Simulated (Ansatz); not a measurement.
Cell of (GaP)6/(InP)6 zinc blende (001) superlattice on GaP, with its geometry taken from a PBE run:

```xyz
24
Lattice="3.8939 0.0000 0.0000 0.0000 3.8939 0.0000 0.0000 0.0000 35.7486" Properties=species:S:1:pos:R:3 pbc="T T T"
Ga     0.0000     0.0000     0.0853
P      1.9469     0.0000     1.4626
Ga     1.9469     1.9469     2.8382
P      0.0000     1.9469     4.2137
Ga     0.0000     0.0000     5.5889
P      1.9469     0.0000     6.9642
Ga     1.9469     1.9469     8.3395
P      0.0000     1.9469     9.7146
Ga     0.0000     0.0000    11.0902
P      1.9469     0.0000    12.4657
Ga     1.9469     1.9469    13.8431
P      0.0000     1.9469    15.2052
In     0.0000     0.0000    16.8221
P      1.9469     0.0000    18.4237
In     1.9469     1.9469    20.0272
P      0.0000     1.9469    21.6309
In     0.0000     0.0000    23.2348
P      1.9469     0.0000    24.8385
In     1.9469     1.9469    26.4423
P      0.0000     1.9469    28.0461
In     0.0000     0.0000    29.6498
P      1.9469     0.0000    31.2534
In     1.9469     1.9469    32.8549
P      0.0000     1.9469    34.4718
```

These are r2SCAN (plane waves to 500 eV, PAW; Ansatz, an electronic-structure program) values and carry that method's errors. Scalar-relativistic, without spin–orbit coupling. Its k-point mesh 6×6×1, Fermi–Dirac width 0.01 eV.

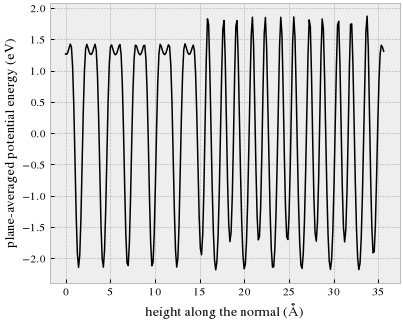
Figure. Smooth (PAW) electrostatic potential energy of an electron, averaged over planes, about its mean

The curve spans 4.1 eV over the stretch drawn.
